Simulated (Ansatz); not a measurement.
Consider PbSe in the rock salt structure (space group Fm-3m, No. 225; a = 6.178 Å).

It is then changed as follows: an isotropic linear strain of +1.00 %, atoms relaxed at fixed cell.

Method: Ansatz (a first-principles code) r2SCAN, scalar-relativistic without spin-orbit coupling.

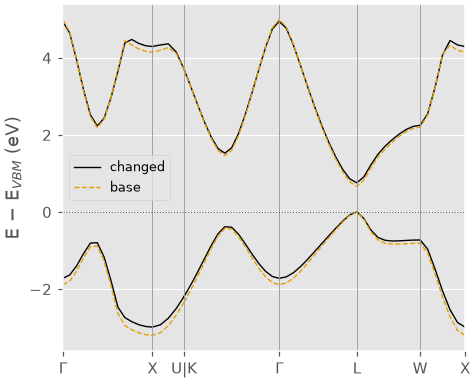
Highest valence and lowest conduction band along the path, each from its own valence-band maximum

Q: From the figure, how large is the changed gap, and is it direct?

A: About 0.8 eV, direct at L.

Spin-orbit coupling, missing from the scalar runs, can matter with Pb. Whether these cells are dynamically stable was not tested.
